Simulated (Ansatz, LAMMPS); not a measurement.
# Glassy 65SiO2-14Al2O3-11MgO-11Na2O (mol %) (117 atoms) in motion

Wanted: a short trajectory of glassy 65SiO2-14Al2O3-11MgO-11Na2O (mol %) (117 atoms) with its pair distributions.

Program: Ansatz 0.2.0. Level of theory: Kohn-Sham DFT, PBEsol, PAW (set soft_2), plane waves. Results are calculated unless marked as measured.

### 1. The starting structure

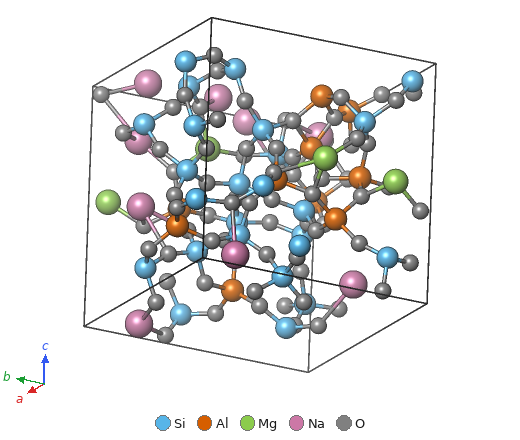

Start, viewed from a free direction; silicon blue, aluminium orange, magnesium green, sodium pink, oxygen grey. Some periodic images of atoms are drawn too.

The cell holds 117 atoms: 24 Si, 10 Al, 4 Mg, 8 Na and 71 O. Cell: a = 11.634 Å, b = 11.634 Å, c = 11.634 Å, α = 90.0°, β = 90.0°, γ = 90.0°. 117 atoms (24 Si, 10 Al, 4 Mg, 8 Na, 71 O) placed at random at 2.48 g/cm³, melted at 4000 K for 10 ps at fixed volume with the Morse and Coulomb pair potential with partial charges (Pedone, Malavasi, Menziani, Cormack and Segre, J. Phys. Chem. B 110, 11780 (2006)). Quenched from 4000 K to 300 K at 25 K/ps and fixed volume, held 10 ps at zero pressure.

Before any run, some limits are plain. The quench rate of 25 K/ps is many orders above laboratory rates, so the cell is likely richer in defects and strain than a real sample. The starting topology of bonds comes from the classical model, and needn't be the one that DFT or experiment would give. Only the Γ point is sampled, in a cell whose shortest periodic width is 12 Å.

### 2. Dynamics at 300 K

A Langevin thermostat couples each atom to a heat bath, at the price of damped dynamics. The time step is 1.0 fs.

Contents of input.yaml:

```yaml
crystal:
  lattice:
    - [11.63429, 0.0, 0.0]
    - [0.0, 11.63429, 0.0]
    - [0.0, 0.0, 11.63429]
  atoms:
    - { symbol: Si, position: [0.03696, 0.16303, 0.17101] }
    - { symbol: Si, position: [0.07379, 0.26765, 0.72647] }
    - { symbol: Si, position: [0.26684, 0.97031, 0.89871] }
    - { symbol: Si, position: [0.7697, 0.14422, 0.19129] }
    [... 107 atom lines left out ...]
    - { symbol: O, position: [0.98176, 0.64828, 0.24932] }
    - { symbol: O, position: [0.73069, 0.69488, 0.38146] }
    - { symbol: O, position: [0.70025, 0.10727, 0.51021] }
    - { symbol: O, position: [0.33966, 0.3294, 0.33875] }
    - { symbol: O, position: [0.64938, 0.40638, 0.09907] }
    - { symbol: O, position: [0.53241, 0.08656, 0.79659] }
kpoints:
  mp_grid: { grid: [1, 1, 1] }
hamiltonian:
  xc: pbesol
scf:
  occupations: { method: gaussian, width: 0.05 }
output:
  forces: true
md:
  timestep: 1.0
  n_steps: 139
  ensemble: nvt_langevin
  temperature: 300
  initial_velocities: maxwell_boltzmann
  seed: 7371
```

The run is started by

```bash
ansatz run input.yaml --threads 4 --pin off --max-ram 8192MiB --backend cpu --events-out ev --progress --plain --runs-dir out
```

Run time: 29 min. Hardware: 4 threads of Arm Neoverse V2, shared host; peak memory 2.4 GiB.

The program notes that it switched symmetry off.

The trajectory, sampled:

```
time (fs)  T (K)  potential (meV/atom)
      0.0    297                   0.0
      9.0    440                 -20.9
     19.0    437                 -25.4
     28.0    346                 -18.1
     37.0    355                 -22.3
     46.0    393                 -29.0
     56.0    394                 -30.5
     65.0    384                 -33.0
     74.0    341                 -30.7
     83.0    352                 -31.7
     93.0    335                 -29.4
    102.0    326                 -28.9
    111.0    353                 -33.3
    120.0    316                 -33.1
    130.0    296                 -33.1
    139.0    323                 -36.0
```

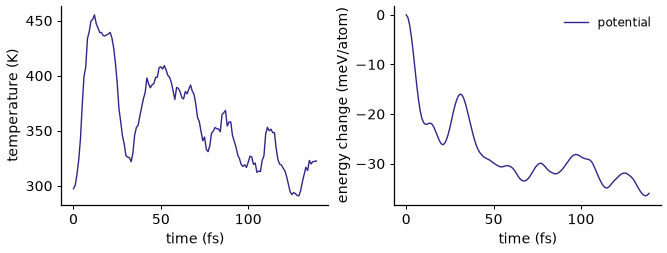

Temperature and energies against time.

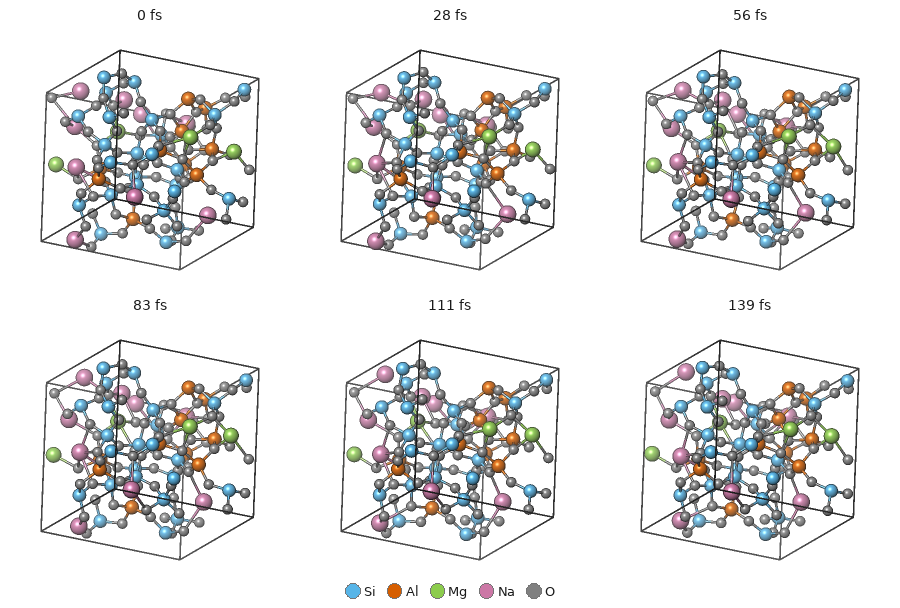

6 frames of the run.

Mean square displacement from the first frame to the last: Si 0.044 Å², Al 0.049 Å², Mg 0.18 Å², Na 0.40 Å², O 0.080 Å².

Mean square displacement against time lag:

```
time lag (fs)  Al (Å²)  Mg (Å²)  Na (Å²)   O (Å²)  Si (Å²)
           10  0.00313  0.00484  0.00444  0.00497  0.00265
           20  0.00996   0.0169   0.0171   0.0153  0.00752
           30   0.0164   0.0326   0.0371   0.0260   0.0114
           40   0.0205   0.0497   0.0632   0.0358   0.0147
           50   0.0231   0.0686   0.0948   0.0435   0.0180
           60   0.0252   0.0898    0.131   0.0495   0.0215
           70   0.0270    0.112    0.171   0.0556   0.0255
```

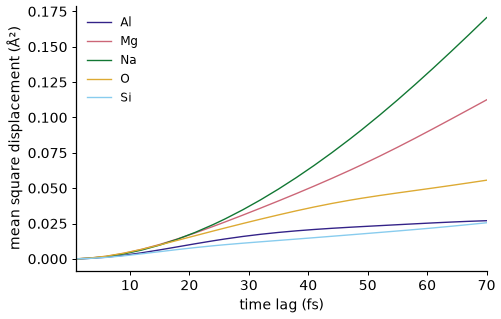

Mean square displacement against time lag.

Over the second half of 139 fs the temperature averages 330 K, falling from about 351 to 306 K (means over the first and last quarter of that half). From first frame to last Na has the largest mean square displacement, 0.40 Å² at the end; the farthest move is 0.84 Å. The run spans 0.14 ps, too short for its means to be equilibrium values.

### 3. Structure statistics late in the run

The g(r) is a mean over the second half; what follows it is taken at the last frame.

Density 2.49 g/cm³, 13.46 Å³ an atom.

Mean of 15 frames. Pair distribution functions g(r), in bins of 0.2 Å:

```
r (Å)  total   O-O   O-Si  O-Al  O-Na  O-Mg  Si-Si
 1.50   0.69  0.00   2.75  0.00  0.00  0.00   0.00
 1.70   3.48  0.00  10.49  8.38  0.00  0.00   0.00
 1.90   0.45  0.00   0.01  2.83  0.00  3.83   0.00
 2.10   0.19  0.00   0.00  0.04  0.58  3.39   0.00
 2.30   0.19  0.04   0.00  0.00  2.03  0.05   0.00
 2.50   0.80  1.53   0.00  0.00  2.42  0.96   0.00
 2.70   1.66  3.98   0.08  0.13  1.16  0.22   0.00
 2.90   1.03  1.65   0.15  0.41  0.97  0.61   1.35
 3.10   1.08  1.00   0.35  0.56  0.83  0.47   4.80
 3.30   0.81  0.62   0.65  0.52  0.39  0.73   0.73
 3.50   0.89  0.60   1.23  1.06  1.16  1.06   0.17
 3.70   0.96  0.61   1.46  1.20  0.85  0.80   0.56
 3.90   1.01  0.68   1.65  1.68  0.53  1.13   0.47
 4.10   1.09  0.60   1.83  1.71  0.89  1.03   0.68
 4.30   1.15  0.85   1.46  1.64  1.23  0.93   1.11
 4.50   1.00  0.97   0.99  1.00  1.10  1.84   0.98
 4.70   1.01  1.19   0.75  0.73  1.21  1.31   1.19
 4.90   1.02  1.40   0.57  0.60  1.23  0.70   1.27
 5.10   1.08  1.47   0.68  0.86  1.18  0.96   1.06
 5.30   1.06  1.26   0.90  0.92  0.92  0.91   1.04
 5.50   0.91  0.94   0.80  1.10  0.74  0.93   1.16
 5.70   0.93  0.84   0.93  0.92  0.85  1.04   1.35
```

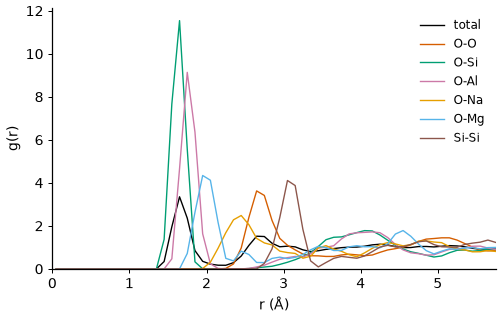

Pair distribution functions, lightly smoothed.

Bonds by pair of elements; cutoffs follow the first minimum of g(r), held within bounds set by covalent radii, and pairs that aren't listed don't count as bonded:

```
pair A-B  cutoff (Å)  bonds  mean length (Å)  spread (Å)  shortest (Å)  B about A  A about B
    O-Si        2.12     96             1.64       0.038          1.56       1.35          4
    O-Al        2.33     40             1.77       0.059          1.63      0.563          4
    O-Na        2.73     31             2.44       0.139          2.16      0.437       3.88
    O-Mg        2.42     14             2.04       0.137          1.83      0.197        3.5
```

The cutoffs for O-Na and O-Mg fall short of the minimum of g(r), so counts run low and odd coordinations can be artefacts.

How many atoms have how many bonded neighbours:

```
element  mean   2   3   4  5
     Al     4   0   0  10  0
     Mg   3.5   0   2   2  0
     Na  3.88   0   3   3  2
      O  2.55  36  31   4  0
     Si     4   0   0  24  0
```

Bond angles (no mean is given where the spread exceeds 20°):

```
  angle  count  mean (°)  spread (°)
 O-Si-O    144       109           6
 O-Al-O     60       109         9.1
 O-Na-O     47         -           -
Na-O-Si     38       109        15.2
Al-O-Si     31       134        17.2
```

Oxygen atoms by the number of network formers (Si, P, Ge, B, Al, As, Ga) bound to them:

```
network formers bound to O  O atoms  per cent
                         0        0         0
                         1        9      12.7
                         2       59      83.1
                         3        3       4.2
```

Network units: each former by its oxygen neighbours and how many of them bridge to another former:

```
former  O neighbours  bridging O  atoms
    Si             4           3      7
    Si             4           4     17
    Al             4           3      2
    Al             4           4      8
```

Bond length by coordination (bonds to H left out):

```
element  coordination  atoms  mean bond length (Å)
     Mg             3      2                  2.06
     Mg             4      2                  2.02
     Na             3      3                  2.40
     Na             4      3                  2.45
     Na             5      2                  2.45
      O             2     36                  1.66
      O             3     31                  1.92
      O             4      4                  2.11
```

Rings of the network by King's shortest-path rule, up to 12 atoms, one path for each pair of neighbours; H, halogens, alkali and alkaline-earth atoms are left out, and the last column divides by all other atoms, bonded or not:

```
ring size (atoms)  rings  per network atom
                4      1              0.01
                6      1              0.01
                8      8             0.076
               10     18             0.171
               12     12             0.114
```

First main peaks of g(r), for some of the pairs, lie near 2.7 Å (O-O), 1.6 Å (O-Si), 1.8 Å (O-Al), 2.4 Å (O-Na), 2.0 Å (O-Mg) and 3.1 Å (Si-Si). The O-Si-O angle averages 109° with a spread of 6°. 83 % of the oxygens bridge two formers (Si and Al) and 13 % are non-bridging; 4 % join three. The commonest Si unit has 4 oxygens, 4 of them shared with other formers (17 of 24 atoms). Rings of 10 atoms are the most common (45 % of those counted); sizes run from 4 to 12, where the search stops.

### 4. Single point at the last frame

The last frame is solved again with fuller output, to read the electronic structure of a thermally displaced geometry.

Contents of input.yaml:

```yaml
crystal:
  lattice:
    - [11.63429, 0.0, 0.0]
    - [0.0, 11.63429, 0.0]
    - [0.0, 0.0, 11.63429]
  atoms:
    - { symbol: Si, position: [0.03922, 0.14582, 0.16157] }
    - { symbol: Si, position: [0.08041, 0.26518, 0.73397] }
    - { symbol: Si, position: [0.27508, 0.9771, 0.89826] }
    - { symbol: Si, position: [0.77605, 0.13627, 0.19408] }
    [... 107 atom lines left out ...]
    - { symbol: O, position: [0.9585, 0.65158, 0.27486] }
    - { symbol: O, position: [0.72461, 0.7032, 0.38902] }
    - { symbol: O, position: [0.69642, 0.10818, 0.50383] }
    - { symbol: O, position: [0.35698, 0.28083, 0.34107] }
    - { symbol: O, position: [0.66159, 0.40601, 0.08572] }
    - { symbol: O, position: [0.52325, 0.07603, 0.78803] }
kpoints:
  mp_grid: { grid: [1, 1, 1] }
hamiltonian:
  xc: pbesol
scf:
  occupations: { method: gaussian, width: 0.05 }
output:
  forces: true
  stress: true
  populations: true
  dos:
    method: { smearing: { sigma: 0.15 } }
    de: 0.1
    projected: { site_lists: { Al: [Al], Mg: [Mg], Na: [Na], O: [O], Si: [Si] } }
  eigenvalues: true
  write_density: true
  write_potential: true
  volumetric_format: npy
  elf: true
```

It took 30 s on 4 threads; peak memory 2.2 GiB; 1.9 min of CPU time.

The program notes that the exchange-correlation potential is rough where the density is thin.

The run gave:

```yaml
free_energy: -79567.1892 eV
free_energy_per_atom: -680.0614 eV/atom
scf_cycles: 10
pressure: -0.2767 GPa
r_m_s_force_component: 0.7523 eV/Å
longest_force: 2.7 eV/Å
fermi_energy: 5.116 eV
spacing_of_highest_filled_and_lowest_empty_level: 3.039 eV
spilling_of_the_projection: 0.01085
```

Length of the force by element:

```
element  coordination  atoms  mean length of the force (eV/Å)  spread  least   most
     Al           all     10                             1.20   0.471  0.528   1.86
     Mg           all      4                             1.19   0.380  0.678   1.64
     Na           all      8                            0.418   0.156  0.223  0.633
      O           all     71                             1.08   0.500  0.214   2.47
     Si           all     24                             1.62   0.693  0.463    2.7
```

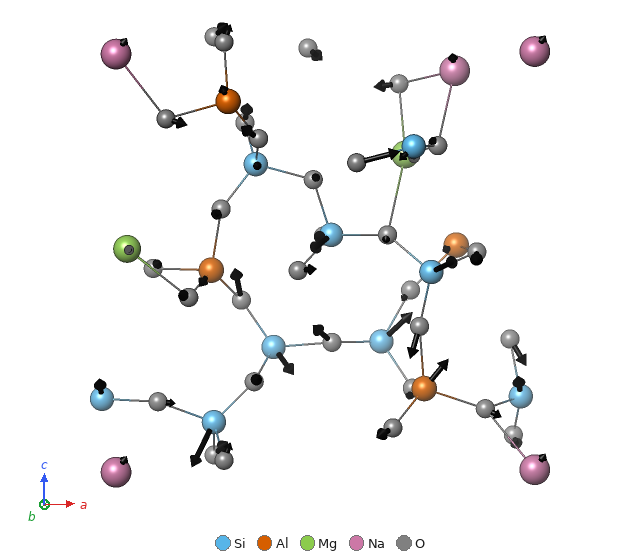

Forces as arrows; the longest in the cell is 2.70 eV/Å. Drawn is a slice 4 Å thick, seen along the normal of the ac plane. Bonds to atoms that aren't drawn are left out.

Löwdin charges by element (they lack the spilled electrons, 0.062 e an atom on average):

```
element  coordination  atoms  mean charge (e)  spread  least    most
     Al           all     10             1.30  0.0599   1.20    1.39
     Mg           all      4             1.64  0.0141   1.62    1.66
     Na           all      8            0.827  0.0156  0.802   0.848
      O           all     71           -0.838  0.0816  -1.13  -0.735
     Si           all     24             1.69  0.0375   1.61    1.74
```

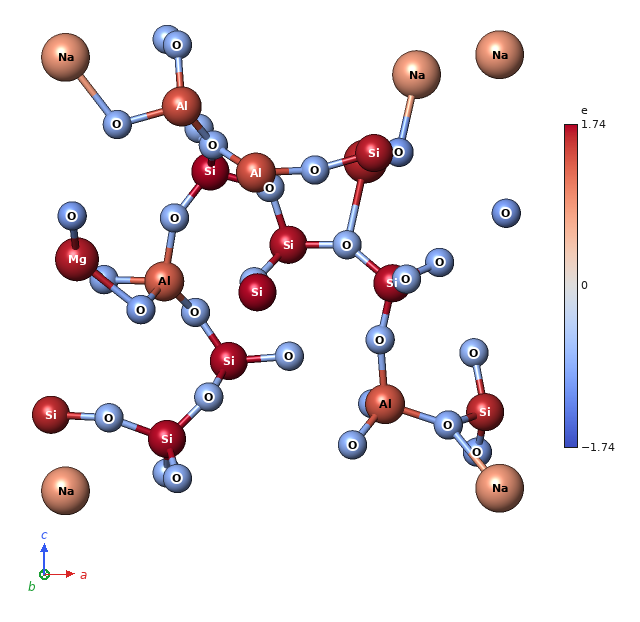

Atoms coloured by Löwdin charge. Drawn is a slice 4 Å thick, seen along the normal of the ac plane. Bonds to atoms that aren't drawn are left out.

States in the cell by windows of 1 eV, zero at the Fermi level; the larger projections on atomic orbitals stand beside the total:

```
from (eV)  to (eV)  total   O p  Si p
      -10       -9   15.8  11.2   1.5
       -9       -8   27.6  20.6   3.8
       -8       -7   36.7  28.1   4.7
       -7       -6   48.9  39.4   4.4
       -6       -5   66.8  57.9   3.2
       -5       -4   79.7  73.2   2.0
       -4       -3   77.0  73.0   1.1
       -3       -2   47.7  45.6   0.5
       -2       -1    3.5   3.3   0.0
       -1        1    0.0   0.0   0.0
        1        2    2.0   0.1   0.0
        2        3    3.2   0.4   0.3
        3        4   12.9   1.5   1.3
        4        5   25.8   3.0   5.0
```

Between -26 and -10 eV lie 212 more states.

About 48 of the 664 electrons lie in deeper levels, below the stored range.

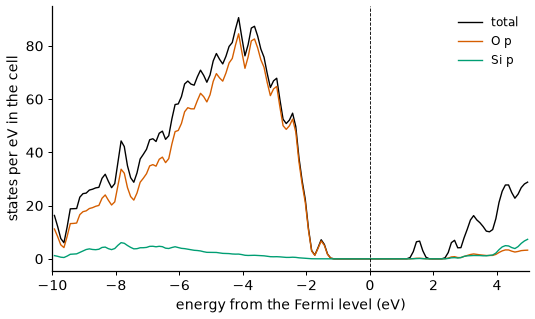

Total and projected density of states, with the broadening of the input.

The levels nearest the highest filled one (over half full), pooled over k-points and spins:

```
level less the highest filled one (eV)  occupation
                                -0.749           2
                                -0.707           2
                                -0.610           2
                                -0.528           2
                                -0.506           2
                                     0           2
                                  3.04           0
                                  4.15           0
                                  4.52           0
                                  4.71           0
                                  4.78           0
                                  4.95           0
```

Mean Löwdin charges: Al +1.30, Mg +1.64, Na +0.83, O -0.84, Si +1.69 e (they miss 1.1 % of the electrons, so they add up to more than the cell's charge).

### 5. Results

* mean temperature, second half: 329.9 K
* temperature swing, second half: 21.14 K
* free energy per atom: -680.0614 eV/atom
* pressure: -0.2767 GPa
* r.m.s. force component: 0.7523 eV/Å
* gap (highest filled to lowest empty level): 3.039 eV
* wall time of the 2 DFT runs: 30 min

**Reading.** Over the second half of 139 fs the temperature averages 330 K, falling from about 351 to 306 K (means over the first and last quarter of that half). The run spans 0.14 ps, too short for its means to be equilibrium values. 83 % of the oxygens bridge two formers (Si and Al) and 13 % are non-bridging; 4 % join three. The highest filled and lowest empty levels differ by 3.04 eV (at Γ alone); a semilocal functional tends to put such gaps too low. In a disordered cell it changes from sample to sample, and tail or defect levels can set it.

**Limits.** The pressure of a single frame lacks the kinetic term, about 0.34 GPa here.

[Logs are printed without paths, hosts, clocks, repeated set-up lines and the standing remarks that a program may print on its own settings, such as how far it seeks lower states.]

[Hosts, paths, dates, database ids (printed as entryN), source tags and the programs' standing remarks are cut or masked in the printed files.]
